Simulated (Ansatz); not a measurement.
# AlPH3ClF: one change and its effect

System: AlPH3ClF, charge −1.
Method of run 1: RKS CAM-B3LYP-D4/def2-SVPD (Ansatz 0.2.0).

Text and figures count atoms from 1; the logs count them from 0 in places.

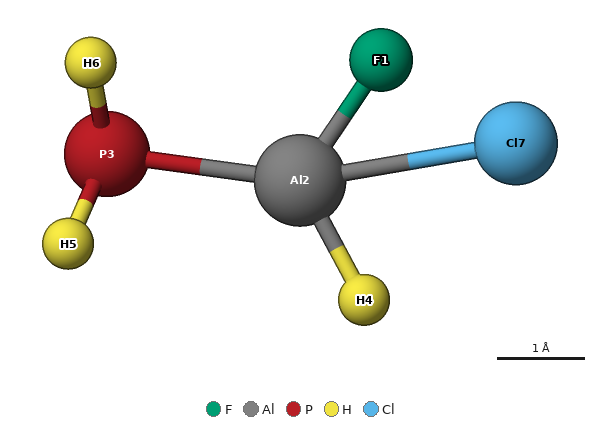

Fig. 1: The structure as given in the input (ball-and-stick view, seen on its broad side; atoms are numbered from 1 in the order of the input). Sticks mark near contacts.

### Input, run 1
```yaml
crystal:
  periodic: [false, false, false]
  atoms:
    - { symbol: F, position_ang: [1.563391, 0.414961, 1.0e-06] }
    - { symbol: Al, position_ang: [0.278652, -0.666348, 1.0e-06] }
    - { symbol: P, position_ang: [-1.842043, 0.251387, -1.0e-06] }
    - { symbol: H, position_ang: [0.629827, -2.193368, -0.098292] }
    - { symbol: H, position_ang: [-2.366133, -0.730772, 0.890158] }
    - { symbol: H, position_ang: [-1.539218, 1.199603, 1.018531] }
    - { symbol: Cl, position_ang: [2.85, -0.95, 0.0] }
total_charge: -1
basis:
  gaussian: { orbitals: def2-SVPD }
hamiltonian:
  xc: { name: CAM-B3LYP }
  dispersion: d4
output:
  forces: true
```

Command:
```bash
ansatz run input.yaml --threads 1 --pin off --max-ram 2560MiB --backend cpu --events-out ev --progress --plain --runs-dir out
```

Hardware: 1 thread of Intel Xeon (Granite Rapids), 128 GiB of memory available, shared host.

### Output (run 1)
```
Engine: ansatz 0.2.0, x86_64-unknown-linux-gnu
Functional definition: CAM-B3LYP
  parameter alpha = 0.19
  parameter beta = 0.46
  parameter omega = 0.33/bohr
  parameter ac = 0.81
  exchange = (1 - alpha - beta)*b88_x + beta*b88_x_sr(omega) + alpha*exact_x + beta*exact_x_lr(omega)
  correlation = (1 - ac)*vwn5_c + ac*lyp_c
1134 factors; integrals over basis functions are off by at most 7.8e-4 eV
452 factors; integrals over basis functions are off by at most 2.6e-5 eV
mean field evaluation 1: about -31162.6375 eV, gradient 1.8e1 eV
mean field evaluation 2: about -31162.9673 eV, gradient 1.9e1 eV
mean field evaluation 4: about -31163.9559 eV, gradient 1.5e0 eV
mean field evaluation 8: about -31164.0086 eV, gradient 1.5e-1 eV
mean field evaluation 16: about -31164.0087 eV, gradient 1.2e-4 eV
mean field -31164.00870832 eV, -1145.2561963069 hartree, gradient 4.5e-5 eV, S^2 0.000000; 0 other end points of the search recorded, 0 dependent functions left out
the calculation of the forces begins
reference -31164.00883180 eV, -1145.2562008446 hartree; 29, 29 occupied and 93, 93 virtual orbitals, 1134 factors
Total energy: -31164.16477413 eV, -1145.2619316196 hartree
Atom 0 at     1.563391     0.414961     0.000001 Å, force    -7.761603     8.925627    -0.032227 eV/Å
Atom 1 at     0.278652    -0.666348     0.000001 Å, force     1.423261    -0.804236    -0.074284 eV/Å
Atom 2 at    -1.842043     0.251387    -0.000001 Å, force    -0.301359     0.123193     0.003538 eV/Å
Atom 3 at     0.629827    -2.193368    -0.098292 Å, force    -1.109480    -0.348735    -0.048366 eV/Å
Atom 4 at    -2.366133    -0.730772     0.890158 Å, force    -0.094411     0.017996     0.052608 eV/Å
Atom 5 at    -1.539218     1.199603     1.018531 Å, force    -0.069426     0.006744     0.021543 eV/Å
Atom 6 at     2.850000    -0.950000     0.000000 Å, force     7.913018    -7.920590     0.077189 eV/Å
Dipole moment:    -1.687110     0.457340     0.132536 e Å
```

The input of run 2 differs as follows (lines with − go, lines with + come):
```diff
-    - { symbol: Cl, position_ang: [2.85, -0.95, 0.0] }
+    - { symbol: Cl, position_ang: [-5.7, 0.0, 0.0] }
```

Predict how the results change.

With the same method and basis, run 2 lies 87.6 kcal/mol lower. The largest force goes from 11.828 to 0.691 eV/Å.

### Output (run 2)
```
Engine: ansatz 0.2.0, x86_64-unknown-linux-gnu
Functional definition: CAM-B3LYP
  parameter alpha = 0.19
  parameter beta = 0.46
  parameter omega = 0.33/bohr
  parameter ac = 0.81
  exchange = (1 - alpha - beta)*b88_x + beta*b88_x_sr(omega) + alpha*exact_x + beta*exact_x_lr(omega)
  correlation = (1 - ac)*vwn5_c + ac*lyp_c
1134 factors; integrals over basis functions are off by at most 8.0e-4 eV
453 factors; integrals over basis functions are off by at most 3.7e-5 eV
mean field evaluation 1: about -31166.3565 eV, gradient 1.9e1 eV
mean field evaluation 2: about -31167.0326 eV, gradient 1.8e1 eV
mean field evaluation 4: about -31167.8135 eV, gradient 1.4e0 eV
mean field evaluation 8: about -31167.8365 eV, gradient 5.3e-2 eV
mean field evaluation 16: about -31167.8365 eV, gradient 9.9e-5 eV
mean field -31167.83647437 eV, -1145.3968641147 hartree, gradient 1.6e-5 eV, S^2 0.000000; 0 other end points of the search recorded, 0 dependent functions left out
the calculation of the forces begins
reference -31167.83662504 eV, -1145.3968696519 hartree; 29, 29 occupied and 93, 93 virtual orbitals, 1134 factors
Total energy: -31167.96132242 eV, -1145.4014521958 hartree
Atom 0 at     1.563391     0.414961     0.000001 Å, force     0.424718     0.088528    -0.047607 eV/Å
Atom 1 at     0.278652    -0.666348     0.000001 Å, force    -0.658806     0.128171     0.165098 eV/Å
Atom 2 at    -1.842043     0.251387    -0.000001 Å, force    -0.031166    -0.172591     0.040258 eV/Å
Atom 3 at     0.629827    -2.193368    -0.098292 Å, force     0.187786    -0.118402    -0.051525 eV/Å
Atom 4 at    -2.366133    -0.730772     0.890158 Å, force    -0.082352     0.067653    -0.147422 eV/Å
Atom 5 at    -1.539218     1.199603     1.018531 Å, force     0.061968     0.026556    -0.001827 eV/Å
Atom 6 at    -5.700000     0.000000     0.000000 Å, force     0.097853    -0.019915     0.043026 eV/Å
Dipole moment:     3.059406    -0.211836     0.119130 e Å
```

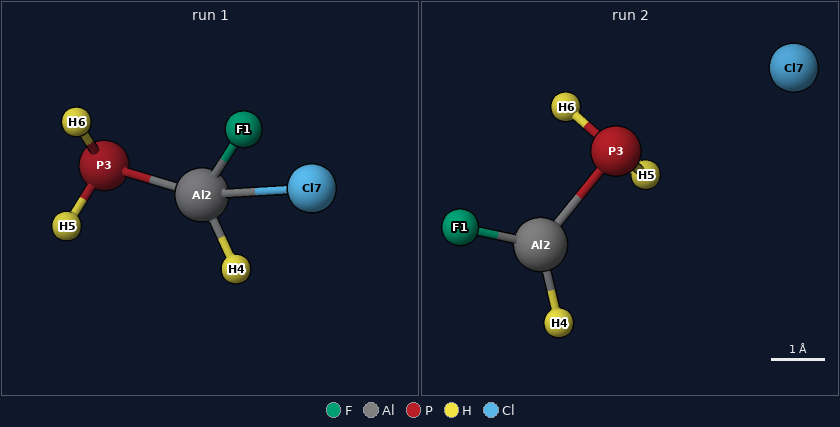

Fig. 2: The two input geometries at one scale (ball-and-stick view, seen at a tilt). F1 moves most after the best rigid fit: 4.34 Å. By element the largest moves are F 4.34 Å, Cl 3.32 Å, H 3.21 Å, P 2.34 Å, Al 1.89 Å. Among the contacts that change: Al2–Cl7 2.587 → 6.016 Å.

### The two runs side by side

| quantity | run 1 | run 2 |
| --- | --- | --- |
| outcome | converged | converged |
| total energy (hartree) | −1145.261932 | −1145.401452 |
| largest force (eV/Å) | 11.828 | 0.691 |
| basis functions | 122 | 122 |
| wall time (shared host) | 4.4 s | 3.9 s |
